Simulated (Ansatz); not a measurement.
Frequency calculation, with input and output: GeH₄ClF

System: GeH₄ClF.
Method: RKS PBE0/def2-SVP (Ansatz 0.2.0).

It belongs to a series of runs on one base structure; here: vibrations at the highest image of the band. Figures and captions count atoms from 1; the log counts them from 0 in places.

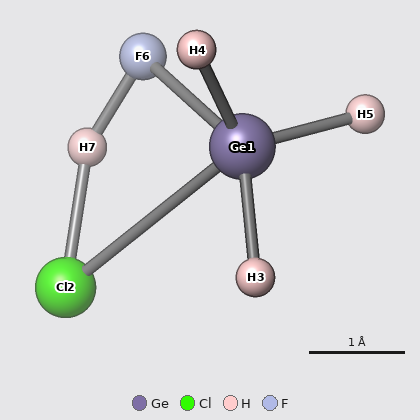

*The structure (ball-and-stick view, seen at a tilt; atoms are numbered from 1 in the order of the input). Sticks mark near contacts.*

Bond lengths as drawn: Cl–Ge 2.71 Å, Cl–H 1.53 Å, F–Ge 1.99 Å, F–H 1.14 Å and Ge–H 1.53 to 1.54 Å.

## Input
```yaml
crystal:
  periodic: [false, false, false]
  atoms:
    - { symbol: Ge, position_ang: [-0.193172, 0.0, -0.165841] }
    - { symbol: Cl, position_ang: [0.040022, 0.0, 2.530784] }
    - { symbol: H, position_ang: [1.326835, 0.0, 0.04954] }
    - { symbol: H, position_ang: [-0.613644, 1.301965, -0.852768] }
    - { symbol: H, position_ang: [-0.613644, -1.301965, -0.852768] }
    - { symbol: F, position_ang: [-1.903704, 0.0, 0.854307] }
    - { symbol: H, position_ang: [-1.325192, 0.0, 1.839945] }
basis:
  gaussian: { orbitals: def2-SVP }
hamiltonian:
  xc: pbe0
phonons: {}
```

Run as:
```bash
ansatz run input.yaml --threads 2 --pin off --max-ram 3072MiB --backend cpu --events-out ev --progress --plain --runs-dir out
```

## Output
```
Engine: ansatz 0.2.0, aarch64-unknown-linux-gnu
Functional definition: PBE0
  parameter a = 0.25
  parameter kappa = 0.804
  parameter beta = 0.06672455060314922
  exchange = (1 - a)*pbe_x(kappa = kappa, mu = beta*pi^2/3) + a*exact_x
  correlation = pbe_c(beta = beta)
874 factors; integrals over basis functions are off by at most 3.4e-4 eV
mean field evaluation 1: about -71794.2954 eV, gradient 2.9e1 eV
mean field evaluation 2: about -71793.1085 eV, gradient 4.1e1 eV
mean field evaluation 4: about -71795.5457 eV, gradient 1.2e0 eV
mean field evaluation 8: about -71795.5558 eV, gradient 1.7e-2 eV
mean field -71795.55583198 eV, -2638.4380120496 hartree, gradient 7.1e-5 eV, S^2 0.000000; 0 other end points of the search recorded, 0 dependent functions left out
the calculation of the forces begins
reference -71795.55585460 eV, -2638.4380128810 hartree; 31, 31 occupied and 53, 53 virtual orbitals, 874 factors
these checks for a lower state are left out or cut short: stability, starts, cluster_reference, orbital_swaps, neighbouring_geometries, increment
874 factors; integrals over basis functions are off by at most 3.3e-4 eV
mean field evaluation 16: about -71795.5557 eV, gradient 1.5e-1 eV
mean field -71795.55578369 eV, -2638.4380102751 hartree, gradient 2.2e-6 eV, S^2 0.000000; 0 other end points of the search recorded, 0 dependent functions left out
[... from here on the field's lines of each further geometry are left out, up to the last ...]
the calculation of the forces begins
reference -71795.55585402 eV, -2638.4380128595 hartree; 31, 31 occupied and 53, 53 virtual orbitals, 874 factors
these checks for a lower state are left out or cut short: stability, starts, cluster_reference, orbital_swaps, neighbouring_geometries, increment
874 factors; integrals over basis functions are off by at most 3.4e-4 eV
mean field -71795.55580690 eV, -2638.4380111281 hartree, gradient 2.3e-6 eV, S^2 0.000000; 0 other end points of the search recorded, 0 dependent functions left out
the calculation of the forces begins
reference -71795.55582953 eV, -2638.4380119595 hartree; 31, 31 occupied and 53, 53 virtual orbitals, 874 factors
WARN: phonons: modes at or below zero, which the zero-point energy, F, S and C_V leave out: 2, the lowest at -470.64 cm⁻¹. A minimum has none, and a first-order saddle one
Total energy: -71795.55585460 eV, -2638.4380128810 hartree
Atom 0 at    -0.193172     0.000000    -0.165841 Å, force     0.014655     0.000000     0.014902 eV/Å
Atom 1 at     0.040022     0.000000     2.530784 Å, force    -0.004400     0.000000    -0.000818 eV/Å
Atom 2 at     1.326835     0.000000     0.049540 Å, force    -0.005926    -0.000000     0.003350 eV/Å
Atom 3 at    -0.613644     1.301965    -0.852768 Å, force    -0.006696     0.015196    -0.007131 eV/Å
Atom 4 at    -0.613644    -1.301965    -0.852768 Å, force    -0.006696    -0.015196    -0.007131 eV/Å
Atom 5 at    -1.903704     0.000000     0.854307 Å, force    -0.006181     0.000000    -0.010095 eV/Å
Atom 6 at    -1.325192     0.000000     1.839945 Å, force     0.015244    -0.000000     0.006923 eV/Å
Dipole moment:     0.055319     0.000000    -0.515320 e Å
Vibrations: -470.64 -169.18 277.36 492.01 636.06 636.80 812.92 847.89 902.15 908.00 1086.09 1406.94 2175.86 2199.44 2221.59 cm⁻¹, zero-point energy 0.905277 eV
```

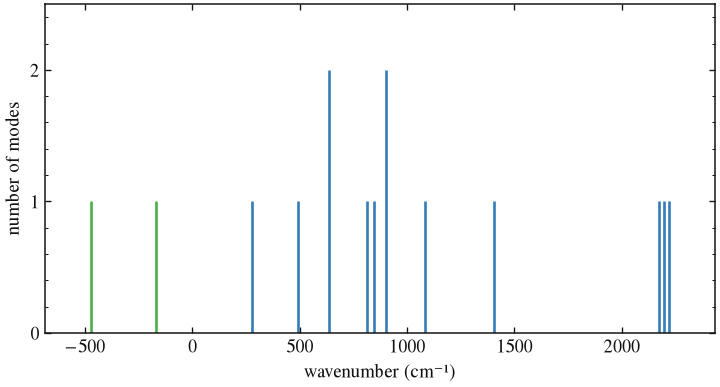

*Harmonic vibrational wavenumbers from the force constants; neighbouring modes closer than 12 cm⁻¹ are counted in one stick, and imaginary ones are drawn at negative wavenumbers.*

15 modes from 471i to 2222 cm⁻¹, 2 imaginary beyond 8i (471i, 169i cm⁻¹): not a minimum.

## Results in brief

```tsv
quantity	value
outcome	converged
total energy	−71795.5559 eV
mean-field energy	−71795.5559 eV
largest force (length of the vector)	0.021 eV/Å
hardware	2 threads of Arm Neoverse V1, 24 GiB of memory available, shared host
wall time	32 s (CPU time 61 s)
peak memory	0.17 GiB
```
